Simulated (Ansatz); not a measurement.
fcc Ir, treated with B3LYP (VWN-RPA form) in Ansatz (plane waves, PAW).

Settings: plane-wave cutoff 460 eV, 14×14×14 k mesh, Fermi–Dirac smearing 0.05 eV, no spin polarisation, scalar-relativistic PAW data made under PBE.

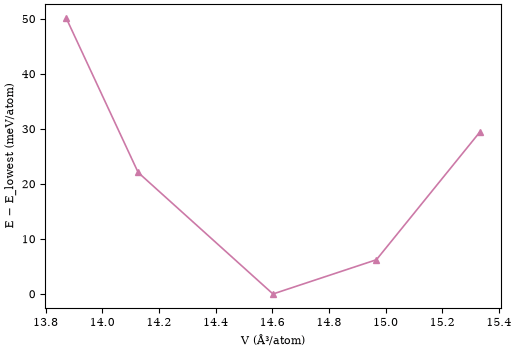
Fig. 1. Total energy against volume

Problem. From the curve, estimate the equilibrium volume and the bulk modulus.

Solution. V0 ≈ 14.7 Å³/atom and B0 ≈ 340 GPa; the fit gives V0 = 14.662 Å³/atom, B0 = 340 GPa, B′ = 5.1.

Measured, for comparison: bulk modulus 365 GPa (corrected for temperature and zero-point phonon effects; as tabulated in Levämäki et al. (2014), arXiv:1402.3671); equilibrium volume per atom 14.06 Å³/atom (static lattice: zero-point anharmonic expansion removed; as tabulated in Mejia-Rodriguez and Trickey (2018), arXiv:1807.09216). Computed (rounded) less measured: bulk modulus -7 %, equilibrium volume per atom +4.3 %.

Spin–orbit coupling is not included.

The computed numbers hold no vibrational or temperature effects.

Ansatz is a program for electronic structure.
